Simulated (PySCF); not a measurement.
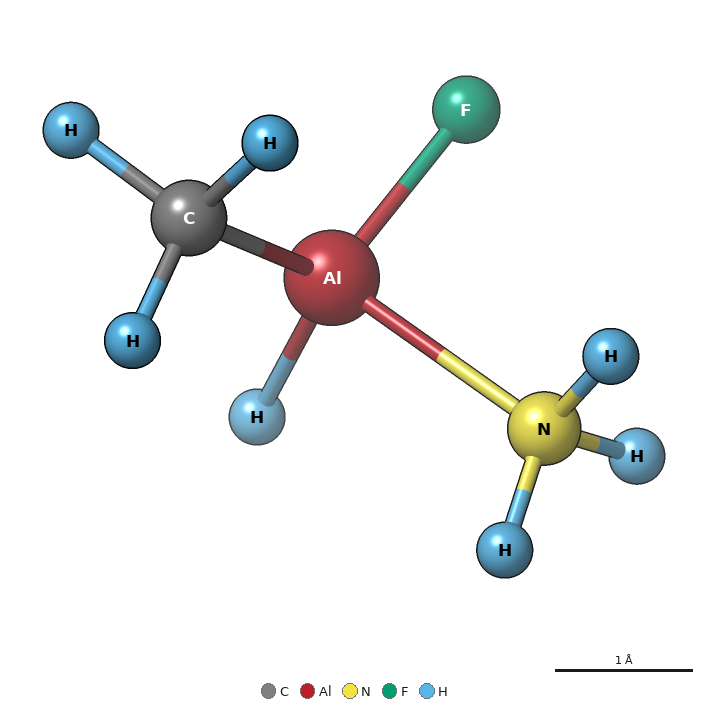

Depth is shown by fading: the farther an atom, the more it takes the colour of the background. The computed structure is the end point of a PBE0-D3(BJ)/def2-SVP optimisation. No frequency run is at hand to confirm it as a minimum. Masses are those of the most abundant isotopes; constants are for the rigid equilibrium geometry.

> What kind of rotor is it, and what are its rotational constants in MHz?

An asymmetric top (C1): A = 5459, B = 4675, C = 3041 MHz. Ray's parameter κ is 0.35, nearer the oblate limit.
